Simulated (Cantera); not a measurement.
A closed system holds: 1 mol CH₃F, 0.44 mol CH₄, 11 mol H₂, at 1.00 Torr.

Cantera equilibrium calculation (NASA polynomials, part measured and part estimated; ideal gas, pure solids and liquids). Candidate condensed phases: C, C₆H₆, C₇H₈, C₈H₁₈; 95 gas species. The numbers say what is thermodynamically allowed, not how fast it happens.

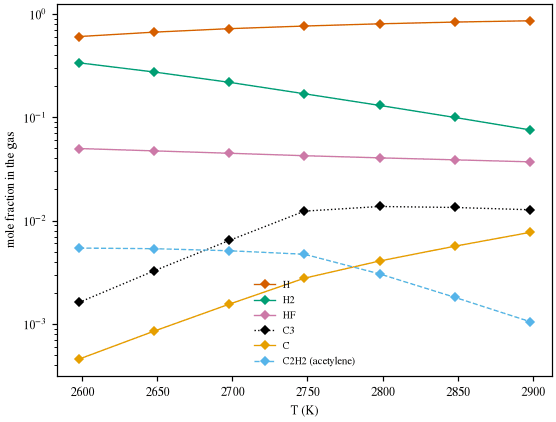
Figure. Equilibrium gas composition (values under 1e-9 drawn at 1e-9)

Problem. Read off the mole fractions at 2748 K.

Solution. H about 0.76, H₂ about 0.17, HF about 0.042, C₃ about 0.012, C₂H₂ (acetylene) about 0.0047, C about 0.0028.
